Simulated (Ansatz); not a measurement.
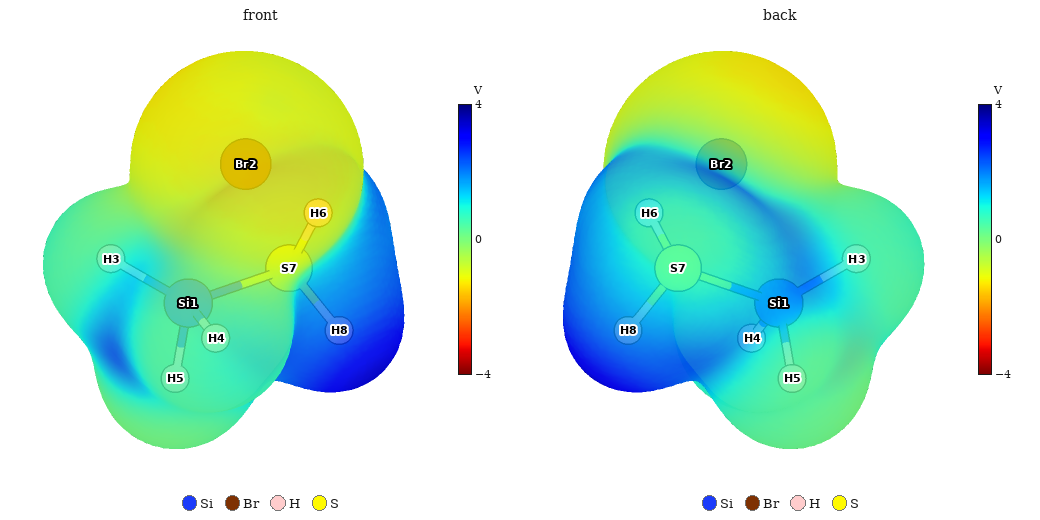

The picture shows: H$_{5}$SSi···Br. The molecular electrostatic potential painted on the density surface at 0.004 e/bohr³, seen from the front and from behind; red is negative and blue positive.

A transition-state structure; geometry: PBE0-D4/def2-TZVP.

Theory: RKS PBE0-D4/def2-TZVPP (Ansatz 0.2.0).

Input

```
crystal:
  periodic: [false, false, false]
  atoms:
    - {symbol: Si, position_ang: [-0.216588, -0.144564, -0.847808]}
    - {symbol: Br, position_ang: [2.204896, -0.726801, 0.107546]}
    - {symbol: H, position_ang: [-0.197671, -1.503621, -1.419235]}
    - {symbol: H, position_ang: [0.472556, 1.010059, -1.457344]}
    - {symbol: H, position_ang: [-1.665939, 0.248960, -0.987185]}
    - {symbol: H, position_ang: [0.793172, -0.048958, 1.617974]}
    - {symbol: S, position_ang: [-0.588382, -0.081984, 1.465891]}
    - {symbol: H, position_ang: [-0.801945, 1.246909, 1.520060]}
basis:
  gaussian: {orbitals: def2-TZVPP}
hamiltonian: {xc: pbe0, dispersion: d4}
output: {orbitals: {seedname: orbitals}}
```

Launched as:

```sh
ansatz run in.yaml --threads 4 --pin off --events-out ev --progress --plain --max-ram 9574MiB
```

> Describe the electrostatic potential map.

The most negative region (about −1.3 V) lies over Br2, the most positive (about +3.3 V) over H8.
